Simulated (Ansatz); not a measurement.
Start from TlBr in the CsCl type structure (space group Pm-3m, No. 221; a = 4.0532 Å).

Perturbation: an isotropic linear strain of +2.50 %, atoms relaxed at fixed cell.

Level of theory: plane-wave PAW DFT at the PBE level (Ansatz, a first-principles code, 420 eV), scalar-relativistic without spin-orbit coupling.

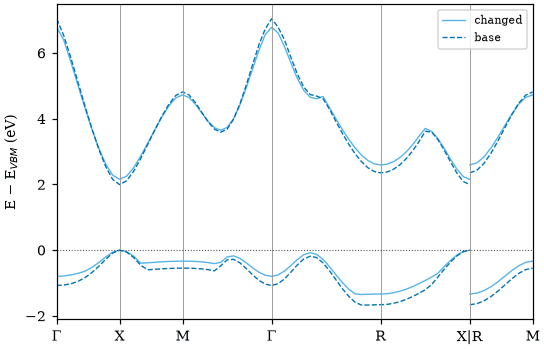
Highest valence and lowest conduction band along the path, each from its own valence-band maximum

Task: From the figure, how large is the changed gap, and is it direct?

Result: About 2.2 eV, direct at X.

With Tl present, leaving out spin-orbit coupling can change the band edges. Whether these cells are dynamically stable was not tested.
